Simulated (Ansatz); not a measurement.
# CH2AlN (SMILES [H][Al]([H])[C]#N): levels of theory compared

Wanted: a comparison of 6 runs (CAM-B3LYP/STO-3G, UB3LYP/STO-3G, UPBE/STO-3G, r2SCAN0/STO-3G, RPA@PBE/STO-3G, UMP2/STO-3G) of CH2AlN. 

The calculation is run with Ansatz 0.2.0.

65 further runs of the same task are left out: 13 that didn't finish, 52 set aside as unsound or not needed.

## Step 1: Starting point

The species is CH2AlN (5 atoms), meant as a singlet with charge 0. SMILES: `[H][Al]([H])[C]#N`. The N5–C4 distance was set to 2.308 Å, away from the relaxed value. At this shape a bond of the SMILES string is far longer than usual.

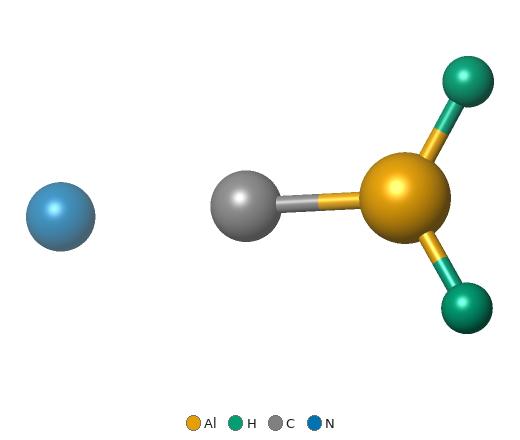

Viewed from a chosen angle; aluminium amber, hydrogen teal, carbon grey, nitrogen blue.

## Step 2: The energy at CAM-B3LYP/STO-3G (run 1)

Input file molecule.yaml:

```yaml
crystal:
  periodic: [false, false, false]
  atoms:
    - {symbol: Al, position_ang: [0.924489, 1.618821, 0.021270]}
    - {symbol: H, position_ang: [2.468739, 1.621151, 0.072070]}
    - {symbol: H, position_ang: [0.160929, 2.962581, -0.010510]}
    - {symbol: C, position_ang: [-0.063561, -0.093009, -0.001420]}
    - {symbol: "N", position_ang: [-1.205910, -2.098530, -0.028080]}
basis:
  gaussian:
    orbitals: STO-3G
hamiltonian:
  xc: {name: CAM-B3LYP}
accuracy: high
```

Launch:

```bash
ansatz run molecule.yaml --threads 1 --pin off --max-ram 2610MiB --events-out events.jsonl --progress --plain --runs-dir runs
```

The program printed:

```text
Warning: RAYON_NUM_THREADS=1 ignored (pool sized by the plan → 1); use --threads N
Functional definition: CAM-B3LYP
  name "CAM-B3LYP"
  parameter alpha = 0.19
  parameter beta = 0.46
  parameter omega = 0.33/bohr
  parameter ac = 0.81
  exchange = (1 - alpha - beta)*b88_x + beta*b88_x_sr(omega) + alpha*exact_x + beta*exact_x_lr(omega)
  correlation = (1 - ac)*vwn5_c + ac*lyp_c
356 factors; integrals over basis functions are off by at most 1.5e-8 eV
174 factors; integrals over basis functions are off by at most 1.3e-9 eV
mean field evaluation 1: about -8988.1507 eV, gradient 9.0e1 eV
mean field evaluation 2: about -8751.1867 eV, gradient 8.6e1 eV
mean field evaluation 4: about -9002.1697 eV, gradient 8.0e1 eV
mean field evaluation 8: about -9019.1781 eV, gradient 5.7e1 eV
mean field evaluation 16: about -9027.5986 eV, gradient 1.4e-4 eV
mean field evaluation 32: about -9027.5431 eV, gradient 6.8e-1 eV
mean field -9027.59857825 eV, -331.7581286244 hartree, gradient 2.2e-8 eV, S^2 0.000000; 2 other end points of the search recorded, 0 dependent functions left out
reference -9027.59859243 eV, -331.7581291458 hartree; 14, 14 occupied and 7, 7 virtual orbitals, 356 factors
Total energy: -9027.59859243 eV, -331.7581291458 hartree
```

Wall time 1.9 s (1 thread of Arm Neoverse V1, shared host); peak memory 0.099 GiB.

## Step 3: A single-point energy at UB3LYP/STO-3G (run 2)

Input file input.yaml:

```yaml
basis:
  gaussian: {orbitals: STO-3G}
crystal:
  periodic: [false, false, false]
  atoms:
    - symbol: Al
      position_ang: [0.924489, 1.618821, 0.021270]
    - symbol: H
      position_ang: [2.468739, 1.621151, 0.072070]
    - symbol: H
      position_ang: [0.160929, 2.962581, -0.010510]
    - symbol: C
      position_ang: [-0.063561, -0.093009, -0.001420]
    - symbol: "N"
      position_ang: [-1.205910, -2.098530, -0.028080]
hamiltonian: {xc: {name: B3LYP}}
magnetization: {spin_polarized: true}
accuracy: high
```

Launch:

```bash
ansatz run input.yaml --threads 1 --pin off --max-ram 2610MiB --events-out events.jsonl --progress --plain --runs-dir runs
```

The program printed:

```text
Warning: RAYON_NUM_THREADS=1 ignored (pool sized by the plan → 1); use --threads N
Functional definition: B3LYP
  name "B3LYP"
  parameter a0 = 0.2
  parameter ax = 0.72
  parameter ac = 0.81
  exchange = (1 - a0 - ax)*slater_x + ax*b88_x + a0*exact_x
  correlation = (1 - ac)*vwn_rpa_c + ac*lyp_c
356 factors; integrals over basis functions are off by at most 1.5e-8 eV
mean field evaluation 1: about -8994.1422 eV, gradient 6.4e1 eV
mean field evaluation 2: about -8748.0058 eV, gradient 5.8e1 eV
mean field evaluation 4: about -8999.3528 eV, gradient 5.9e1 eV
mean field evaluation 8: about -8999.2966 eV, gradient 5.9e1 eV
mean field evaluation 16: about -9030.8242 eV, gradient 5.6e-2 eV
mean field evaluation 32: about -9033.0113 eV, gradient 2.7e0 eV
mean field evaluation 64: about -9033.1265 eV, gradient 6.5e0 eV
mean field -9034.83286792 eV, -332.0239838665 hartree, gradient 5.4e-9 eV, S^2 2.517772; 2 other end points of the search recorded, 0 dependent functions left out
reference -9034.83289779 eV, -332.0239849643 hartree; 14, 14 occupied and 7, 7 virtual orbitals, 356 factors
Total energy: -9034.83289779 eV, -332.0239849643 hartree
```

Wall time 7.5 s (1 thread of Arm Neoverse V1, shared host); peak memory 0.13 GiB.

Runs 3 to 5 aren't shown in full; the table further down has their settings and results.

## Step 4: The energy at UMP2/STO-3G (run 6)

Input file job.yaml:

```yaml
crystal:
  periodic: [false, false, false]
  atoms:
    - symbol: Al
      position_ang: [0.924489, 1.618821, 0.021270]
    - symbol: H
      position_ang: [2.468739, 1.621151, 0.072070]
    - symbol: H
      position_ang: [0.160929, 2.962581, -0.010510]
    - symbol: C
      position_ang: [-0.063561, -0.093009, -0.001420]
    - symbol: N
      position_ang: [-1.205910, -2.098530, -0.028080]
basis:
  gaussian: {orbitals: STO-3G}
magnetization: {spin_polarized: true, initial_magnetization: 0}
correlation: {method: mp2, frozen_orbitals: {Al: 5, C: 1, H: 0, "N": 1}}
accuracy: high
```

Launch:

```bash
ansatz run job.yaml --threads 1 --pin off --max-ram 2610MiB --events-out events.jsonl --progress --plain --runs-dir runs
```

The program printed, cut to the lines that bear on the results:

```text
Warning: RAYON_NUM_THREADS=1 ignored (pool sized by the plan → 1); use --threads N
Functional definition: HF
  name "HF"
[...]
356 factors; integrals over basis functions are off by at most 1.5e-8 eV
[...]
mean field -9010.99856735 eV, -331.1480894758 hartree, gradient 2.3e-8 eV, S^2 2.878918; 5 other end points of the search recorded, 0 dependent functions left out
7 core orbitals not correlated: weight in the atoms' cores, before any rotation towards them, 0.999 or more for the frozen orbitals, at most 0.000 for the correlated occupied ones
reference -9010.99856735 eV, -331.1480894758 hartree; 7, 7 occupied and 7, 7 virtual orbitals, 356 factors
second order -1.04232476 eV of doubles, -0.00000000 eV of singles
Total energy: -9012.04089211 eV, -331.1863942042 hartree
```

Run time: 0.56 s. Hardware: 1 thread of Arm Neoverse V1, shared host.

## Step 5: Overview of the runs

```
run             level  frozen core orbitals  energy (Eh)  wall time
  1  CAM-B3LYP/STO-3G                     –  -331.758129      1.9 s
  2     UB3LYP/STO-3G                     –  -332.023985      7.5 s
  3       UPBE/STO-3G                     –  -331.741781      7.5 s
  4    r2SCAN0/STO-3G                     –  -331.748976      3.9 s
  5    RPA@PBE/STO-3G                     7  -331.207131      4.8 s
  6       UMP2/STO-3G                     7  -331.186394     0.56 s
```

## Step 6: Summary of results

| quantity | value |
| --- | --- |
| run 6: total energy | -331.18639 Eh |
| run 6: correlation energy (7 core orbitals frozen) | -38.3 mEh |
| run 6: ⟨S²⟩ of the reference determinant | 2.879 |

Totals of different functionals can't be ranked against each other. In run 5 the log says that unrestricted orbitals would lower the reference, so the values rest on an unstable closed-shell determinant (other closed-shell runs at this shape may share the fault). In runs 1, 2, 3, 4, 5, 6 the basis is minimal, so the values are rough. Spin contamination of the reference: run 6 ⟨S²⟩ = 2.88, run 2 ⟨S²⟩ = 2.52, run 3 ⟨S²⟩ = 2.31. Where it is this large, the reference is a mixture of spin states, and values that rest on it are in doubt. All runs together took 26 s, the longest 7.5 s.
